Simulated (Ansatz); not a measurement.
**How SiC (Moissanite 3C, F-43m) expands on warming**

Wanted: α(T), C_P(T) and B(T) of SiC (Moissanite 3C) in the quasi-harmonic approximation.

Calculated with Ansatz 0.2.0; DFT RPBE, scalar-relativistic, plane waves, PAW.

### Step 1. The starting structure

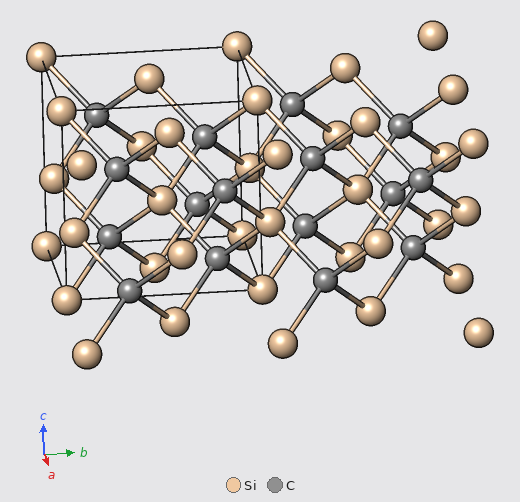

Start, viewed slightly off an axis; silicon light orange, carbon grey. 2×2×1 cells are drawn. This picture shows the conventional cell, with its axes. Bonds to atoms that aren't drawn are left out. Some periodic images of atoms are drawn too.

### Step 2. Probe on a coarse mesh

Before spending time, one coarse run tells the gap and the pressure of the starting cell.

The input, input.yaml:

```yaml
crystal:
  lattice:
    - [0.0, 2.179, 2.179]
    - [2.179, 0.0, 2.179]
    - [2.179, 2.179, 0.0]
  atoms:
    - { symbol: Si, position: [0.0, 0.0, 0.0] }
    - { symbol: C, position: [0.25, 0.25, 0.25] }
kpoints:
  mp_grid: { grid: [8, 8, 8] }
hamiltonian:
  xc: rpbe
scf:
  occupations: { method: gaussian, width: 0.1 }
output:
  forces: true
  stress: true
  eigenvalues: true
```

Command:

```bash
$ ansatz run input.yaml --threads 4 --pin off --max-ram 8192MiB --backend cpu --events-out ev --progress --plain --runs-dir out
```

Numbers of over 12 decimals in the logs are rounded to 6 here.

The program printed:

```text
Engine: ansatz 0.2.0, aarch64-unknown-linux-gnu
Pseudopotentials: kind: paw
Pseudopotential: Si, paw, valence charge 4, recommended cutoff 420 eV (normal), Si.paw.azcp
Pseudopotential: C, paw, valence charge 4, recommended cutoff 420 eV (normal), C.paw.azcp
Functional definition: RPBE
  parameter kappa = 0.804
  parameter beta = 0.066725
  exchange = rpbe_x(kappa = kappa, mu = beta*pi^2/3)
  correlation = pbe_c(beta = beta)
Crystal: 2 atoms, lattice volume = 20.692 Å³
Basis set: ecut = 420 eV, 411 PW (Γ), exchange–correlation on 48×48×48 points (8 copies of the dense FFT grid, shifted against one another)
Bands: 8, of which v1, the nominal top of the filled ones, is band 4 counted from 1 (3 counted from 0)
Symmetry: 24 space group operations
Space group: F-43m (ITA 216), of the structure as read, at distance tolerance 2.7e-5 Å
k-points: 29 of 512 (time reversal used)
Non-local potential: Si, projectors of the file, l = 0: 2, l = 1: 2, l = 2: 2
Non-local potential: C, projectors of the file, l = 0: 2, l = 1: 2, l = 2: 1
PAW form: soft (Blöchl's): semilocal exchange-correlation on the pseudo side does not see the compensation charge
PAW frozen core: Si, regenerated for the run's functional, and the local potential with it (the file was generated under x = pbe(κ = 0.804, μ = 0.219515), c = pbe(β = 0.066725))
PAW frozen core: C, regenerated for the run's functional, and the local potential with it (the file was generated under x = pbe(κ = 0.804, μ = 0.219515), c = pbe(β = 0.066725))
PAW one-centre angular grid: Si, 110 points (default); XC on 64 Gauss nodes
PAW one-centre angular grid: C, 110 points (default); XC on 64 Gauss nodes
Initial density: superposition of atomic densities (neutral atoms: chi_scale 0, normalization atom), corrected by the library's trained network
Initial wavefunctions: pseudopotential atomic-orbital guess
Functional: x = rpbe, c = pbe(β = 0.066725)
SCF iter   1: F=—  HF=-891.469155 eV  |F-HF|=—  |Δ(HF+E_count)|=         —  Δρ=3.29e-3  dr2=1.31e-3  ethr=1.77e-3  ⟨swp⟩=5.3  Hψ=1866  notcnv=0
preconditioner: auto → none  [insulator: Δε(μ)=1.347 eV  Ē_g=14.101 eV  σ=0.100 eV  W_gap=1.00  n_scr=0 (ndim 8)  ℏωp=23.1 eV  f_vac=0.000  D(μ)=0.00/eV (n_scr^D=0)  ε∞_Penn≈3.7]
SCF iter   2: F=—  HF=-891.468935 eV  |F-HF|=—  |Δ(HF+E_count)|=   2.20e-4  Δρ=1.17e-3  dr2=1.71e-4  ethr=1.64e-5  ⟨swp⟩=1.9  Hψ=556  notcnv=0
SCF iter   3: F=—  HF=-891.468923 eV  |F-HF|=—  |Δ(HF+E_count)|=   1.20e-5  Δρ=5.37e-4  dr2=2.30e-5  ethr=2.14e-6  ⟨swp⟩=2.1  Hψ=351  notcnv=0
SCF iter   4: F=—  HF=-891.468932 eV  |F-HF|=—  |Δ(HF+E_count)|=   8.77e-6  Δρ=6.75e-5  dr2=4.39e-7  ethr=2.88e-7  ⟨swp⟩=2.7  Hψ=375  notcnv=0
iter 5 did not close the SCF: its close was put off for the readings that it lacked (scf_convergence_deferred on its scf_iter line)
SCF iter   5: F=-891.468933 eV  HF=-891.468933 eV  |F-HF|=4.08e-9  |Δ(HF+E_count)|=   7.20e-7  Δρ=9.77e-6  dr2=2.06e-8  ethr=5.48e-9  ⟨swp⟩=2.0  Hψ=344  notcnv=0
SCF iter   6: F=-891.468933 eV  HF=-891.468933 eV  |F-HF|=2.82e-10  |Δ(HF+E_count)|=   5.22e-9  Δρ=9.09e-7  dr2=9.23e-11  ethr=2.57e-10  ⟨swp⟩=2.2  Hψ=785  notcnv=0
SCF 1 converged in 6 iterations: F = -891.468933 eV  dr2 = 9.23e-11
  greatest PAW one-centre occupation: 0.649 electrons in one spin orbital (limit 2), on the C atom at site 1 (counted from 0), in its partial waves of l = 0
SCF converged after 6 iterations
Free energy (F): -891.468933 eV
Harris-Foulkes:  -891.468933 eV  (|F-HF|=2.82e-10)
Internal energy: -891.468933 eV  (E = F + TS)
E sigma→0 (E₀):  -891.468933 eV
Fermi energy:    10.267552 eV
--- Per-component energies (eV) ---
  E_band       = 29.431201
  E_kinetic    = 135.642322
  E_local      = -103.232767  (includes V_loc(G=0)·N_el)
  E_nonlocal   = 50.685432
  E_hartree    = 32.072947
  E_xc         = -105.678264
  E_vxc        = -109.325885  (∫ρ·V_xc dr)
  E_paw        = -616.136035  (= ΣΔE_a)
  E_vpaw       = -8.483732  (= ΣTr[D̂ρ^β])
  E_aug_tail   = 0.000011  (compensation charges beyond the density's cutoff)
  E_ewald      = -284.783780
  E_core_change = -0.038798  (= ΣΔE_core)
  E_smearing   = -0.000000  (= −TS)
  E_closure    = 0.000000  (closes the sum)
  Σ components = -891.468933   (vs F -891.468933, Δ=0.00e0)
--- Forces (eV/Å), atoms counted from 1 ---
  atom   1  Si     0.00000000     0.00000000    -0.00000000
  atom   2  C     -0.00000000     0.00000000     0.00000000
  max |Σ_I F_I| component: 1.11e-16 eV/Å
--- Stress (GPa, compression-positive) ---
        6.537639       0.000000      -0.000000
       -0.000000       6.537639       0.000000
       -0.000000       0.000000       6.537639
  P = ⅓ Tr σ = 6.5376 GPa (65.376 kbar)
--- Band table (eV; the first three rows and the last of 29) ---
  k-point 0: bands = ["-5.8519", "9.5828", "9.5828", "9.5828", "15.8016", "16.9335", "16.9335", "16.9335"]
  k-point 1: bands = ["-5.5475", "8.0942", "9.3822", "9.3822", "16.0668", "17.2853", "17.2853", "17.4536"]
  k-point 2: bands = ["-4.6582", "5.2830", "8.9772", "8.9772", "15.6030", "17.5295", "17.5295", "18.9784"]
  k-point 28: bands = ["-0.6386", "2.5755", "4.6011", "4.8995", "14.8153", "19.0511", "19.1075", "19.4167"]
```

Run time: 0.3 s. Hardware: 4 threads of Arm Neoverse V2, shared host; peak memory 0.25 GiB; 0.77 s of CPU time.

This step gave:

- pressure: 6.538 GPa
- gap on the k-mesh: 1.370 eV
- volume per atom: 10.35 Å³

The start is under 6.5 GPa at this level and looks like an insulator or semiconductor on this mesh.

### Step 3. Finding the static equilibrium

Phonons are second derivatives about a minimum, so cell and atoms are relaxed first, inside the symmetry of the start.

input.yaml, the sections that differ from step 2:

```yaml
kpoints:
  mp_grid: { grid: [10, 10, 10] }
scf:
  occupations: { method: gaussian, width: 0.02 }
relax:
  adjacent_minimum: "off"
  f_tol: 0.005
  max_steps: 80
  cell: { stress_tol: 0.05 }
# crystal, hamiltonian, output: as in step 2
```

The program printed:

```text
[...]
Crystal: 2 atoms, lattice volume = 20.692 Å³
Basis set: ecut = 420 eV, 411 PW (Γ), exchange–correlation on 48×48×48 points (8 copies of the dense FFT grid, shifted against one another)
Bands: 8, of which v1, the nominal top of the filled ones, is band 4 counted from 1 (3 counted from 0)
Symmetry: 24 space group operations
[...]
k-points: 47 of 1000 (time reversal used)
[...]
SCF iter   1: F=—  HF=-891.470207 eV  |F-HF|=—  |Δ(HF+E_count)|=         —  Δρ=3.31e-3  dr2=1.34e-3  ethr=1.77e-3  ⟨swp⟩=6.1  Hψ=3125  notcnv=0
[...]
SCF iter   6: F=-891.470035 eV  HF=-891.470035 eV  |F-HF|=3.24e-10  |Δ(HF+E_count)|=   6.39e-9  Δρ=8.65e-7  dr2=6.36e-11  ethr=2.00e-10  ⟨swp⟩=2.0  Hψ=1279  notcnv=0
SCF 1 converged in 6 iterations: F = -891.470035 eV  dr2 = 6.36e-11
[...]
relax step   1: F+E_penalty+E_count = -891.47003492 eV  Δ(F+E_penalty+E_count) = +0.000e0 eV  max|allowed force component| = 3.886e-16 eV/Å  Δτ_max = 0.0000 Å  P = +6.537 GPa  Ω = 20.692 Å³  (6 SCF iters, dr2 threshold 1.00e-7 eV, accepted)
Crystal: 2 atoms, lattice volume = 21.016 Å³
[...]
iter 1 solved again at ethr=4.74e-5 eV; its pass at ethr=3.10e-3 eV (dr2=3.79e-3 eV) is discarded
[...]
SCF iter   5: F=-891.479175 eV  HF=-891.479175 eV  |F-HF|=2.08e-9  |Δ(HF+E_count)|=   3.07e-7  Δρ=2.58e-6  dr2=1.04e-9  ethr=2.50e-9  ⟨swp⟩=5.0  Hψ=1918  notcnv=0
SCF 2 converged in 5 iterations: F = -891.479175 eV  dr2 = 1.04e-9
[...]
relax step   2: F+E_penalty+E_count = -891.47917531 eV  Δ(F+E_penalty+E_count) = -9.140e-3 eV  max|allowed force component| = 1.203e-16 eV/Å  Δτ_max = 0.0000 Å  P = +3.008 GPa  Ω = 21.016 Å³  energy of the carried Pulay correction = -4.788e-4 eV  (5 SCF iters, dr2 threshold 2.00e-7 eV, accepted)
Crystal: 2 atoms, lattice volume = 21.301 Å³
[...]
SCF iter   4: F=-891.481511 eV  HF=-891.481510 eV  |F-HF|=2.00e-7  |Δ(HF+E_count)|=   2.33e-6  Δρ=3.32e-5  dr2=1.67e-7  ethr=2.50e-9  ⟨swp⟩=3.5  Hψ=1849  notcnv=0
SCF 3 converged in 4 iterations: F = -891.481511 eV  dr2 = 1.67e-7
[...]
relax step   3: F+E_penalty+E_count = -891.48151063 eV  Δ(F+E_penalty+E_count) = -2.335e-3 eV  max|allowed force component| = 1.573e-16 eV/Å  Δτ_max = 0.0000 Å  P = +0.118 GPa  Ω = 21.301 Å³  energy of the carried Pulay correction = -8.927e-4 eV  (4 SCF iters, dr2 threshold 2.00e-7 eV, accepted)
[...]
relax step   4: F+E_penalty+E_count = -891.48149815 eV  Δ(F+E_penalty+E_count) = +1.248e-5 eV  max|allowed force component| = 9.483e-17 eV/Å  Δτ_max = 0.0000 Å  P = +0.003 GPa  Ω = 21.313 Å³  energy of the carried Pulay correction = -9.097e-4 eV  (4 SCF iters, dr2 threshold 3.48e-8 eV, accepted)
[...]
relax step   5: F+E_penalty+E_count = -891.48256453 eV  Δ(F+E_penalty+E_count) = -1.066e-3 eV  max|allowed force component| = 1.203e-16 eV/Å  Δτ_max = 0.0000 Å  P = +0.088 GPa  Ω = 21.313 Å³  stress off target by 8.82e-2 GPa  SCF on the basis re-selected at this cell (its energy is not comparable with the rows above)  (5 SCF iters)
[...]
relax step   6: F+E_penalty+E_count = -891.48255380 eV  Δ(F+E_penalty+E_count) = +1.073e-5 eV  max|allowed force component| = 1.018e-16 eV/Å  Δτ_max = 0.0000 Å  P = +0.000 GPa  Ω = 21.322 Å³  energy of the carried Pulay correction = -1.323e-5 eV  (3 SCF iters, dr2 threshold 1.95e-8 eV, accepted)
[...]
SCF iter   5: F=-891.482554 eV  HF=-891.482554 eV  |F-HF|=7.96e-13  |Δ(HF+E_count)|=  5.34e-12  Δρ=1.24e-7  dr2=2.59e-12  ethr=1.00e-12  ⟨swp⟩=5.0  Hψ=1316  notcnv=0
SCF 7 converged in 5 iterations: F = -891.482554 eV  dr2 = 2.59e-12
relax step   7: F+E_penalty+E_count = -891.48255380 eV  Δ(F+E_penalty+E_count) = -1.268e-9 eV  max|allowed force component| = 1.203e-16 eV/Å  Δτ_max = 0.0000 Å  P = +0.000 GPa  Ω = 21.322 Å³  stress off target by 4.49e-4 GPa  SCF on the basis re-selected at this cell (its energy is not comparable with the rows above)  (5 SCF iters)
[...]
SCF converged after 5 iterations
Free energy (F): -891.482554 eV
[...]
Internal energy: -891.482554 eV  (E = F + TS)
E sigma→0 (E₀):  -891.482554 eV
Fermi energy:    9.907874 eV
[...]
--- Stress (GPa, compression-positive) ---
        0.000449      -0.000000      -0.000000
       -0.000000       0.000449      -0.000000
       -0.000000      -0.000000       0.000449
  P = ⅓ Tr σ = 0.0004 GPa (0.004 kbar)
--- Band table (eV; the first three rows and the last of 47) ---
[...]
--- Relaxed structure (5 steps of the walk, 5 accepted, 2 SCFs on fresh bases) ---
  F+E_penalty+E_count = -891.48255380 eV   max|allowed force component| = 1.203e-16 eV/Å   (the final SCF, on the basis selected at the relaxed cell)
  cell:  # Å, volume = 21.3218 Å³
    - [0, 2.200887, 2.200887]
    - [2.200887, 0, 2.200887]
    - [2.200887, 2.200887, 0]
  atoms:
    - { symbol: Si, position: [0, 0, 0] }
    - { symbol: C, position: [0.250000, 0.250000, 0.250000] }
```

The job ended after 2.3 s (4 threads; peak memory 0.29 GiB).

The steps of the relaxation:

```
step  energy less that of the first step (eV)  largest force component (eV/Å)  pressure (GPa)  volume (Å³)
   1                                   0.0000                          0.0000            6.54        20.69
   2                                  -0.0091                          0.0000            3.01        21.02
   3                                  -0.0115                          0.0000            0.12        21.30
   4                                  -0.0115                          0.0000            0.00        21.31
  5*                                  -0.0125                          0.0000            0.09        21.31
   6                                  -0.0125                          0.0000            0.00        21.32
  7*                                  -0.0125                          0.0000            0.00        21.32
```

Relaxation steps marked * repeat the geometry before them on a plane-wave basis chosen anew for their cell, so energy and pressure can jump there.

The run keeps the 24 symmetry operations that it works with, so distortions that break them were not tested.

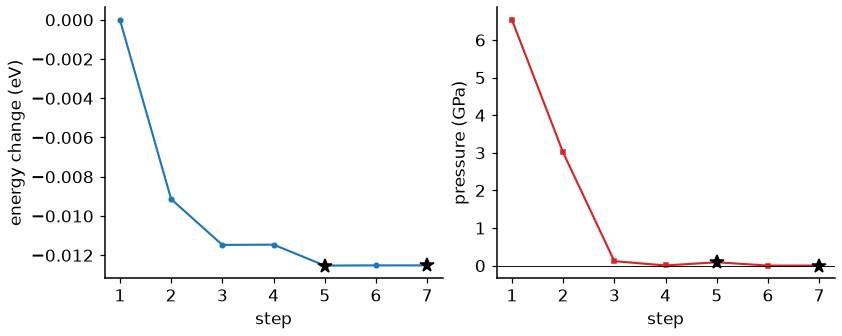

Energy and pressure along the relaxation. Stars mark steps on a basis chosen anew.

```
conventional cell, symmetrised  before  after  change
                         a (Å)   4.358  4.402  +1.0 %
                         b (Å)   4.358  4.402  +1.0 %
                         c (Å)   4.358  4.402  +1.0 %
              volume (Å³/atom)   10.35  10.66  +3.0 %
```

The relaxed structure:

```xyz
2
Lattice="0.0000 2.2009 2.2009 2.2009 0.0000 2.2009 2.2009 2.2009 0.0000" Properties=species:S:1:pos:R:3 pbc="T T T"
Si    0.0000    0.0000    0.0000
C     1.1004    1.1004    1.1004
```

This step gave:

```yaml
pressure: 4.49e-4 GPa
gap_on_the_k_mesh: 1.399 eV
volume_per_atom: 10.66 Å³
```

The relaxation ends with a pressure of 0.00 GPa.

### Step 4. Tight relaxation

The thresholds are tightened for a last relaxation ahead of the phonons, and where mesh or smearing change with them the cell follows.

The input, input.yaml:

```yaml
crystal:
  lattice:
    - [0.0, 2.2008869856, 2.2008869856]
    - [2.2008869856, 0.0, 2.2008869856]
    - [2.2008869856, 2.2008869856, 0.0]
  atoms:
    - { symbol: Si, position: [0.0, 0.0, 0.0] }
    - { symbol: C, position: [0.25, 0.25, 0.25] }
kpoints:
  mp_grid: { grid: [12, 12, 12] }
hamiltonian:
  xc: rpbe
scf:
  occupations: { method: fixed }
output:
  forces: true
  stress: true
  eigenvalues: true
relax:
  adjacent_minimum: "off"
  f_tol: 0.001
  max_steps: 60
  cell: { stress_tol: 0.01 }
```

The program printed:

```text
[...]
Crystal: 2 atoms, lattice volume = 21.322 Å³
Basis set: ecut = 420 eV, 411 PW (Γ), exchange–correlation on 48×48×48 points (8 copies of the dense FFT grid, shifted against one another)
Bands: 8, of which v1, the nominal top of the filled ones, is band 4 counted from 1 (3 counted from 0)
Symmetry: 24 space group operations
[...]
k-points: 72 of 1728 (time reversal used)
[...]
P = ⅓ Tr σ = -0.0019 GPa (-0.019 kbar)
--- Band table (eV; the first three rows and the last of 72) ---
[...]
--- Relaxed structure (1 steps of the walk, 1 accepted, 1 SCFs on fresh bases) ---
[...]
cell:  # Å, volume = 21.3218 Å³
    - [0.0, 2.2008869856, 2.2008869856]
    - [2.2008869856, 0.0, 2.2008869856]
    - [2.2008869856, 2.2008869856, 0.0]
  atoms:
    - { symbol: Si, position: [0.0, 0.0, 0.0] }
    - { symbol: C, position: [0.25, 0.25, 0.25] }
[key lines of the parts left out:]
SCF converged after 5 iterations
Free energy (F): -891.482683 eV
Fermi energy:    9.208348 eV
```

Wall time 1 s (4 threads); peak memory 0.29 GiB; 3.4 s of CPU time.

Little changed from the start: no atom moved by 0.005 Å and no cell edge by 0.1 %.

This step gave:

```
pressure : -0.001851 GPa
```

The residual pressure is -0.0019 GPa, small enough for phonons.

(Part 1 of 3 ends here.)

[Logs are printed without paths, hosts, clocks, repeated set-up lines and the standing remarks that a program may print on its own settings, such as how far it seeks lower states.]

[Hosts, paths, dates, database ids (printed as entryN), source tags and the programs' standing remarks are cut or masked in the printed files.]

[A step with changed settings may run another functional than the one named; its input shows which.]
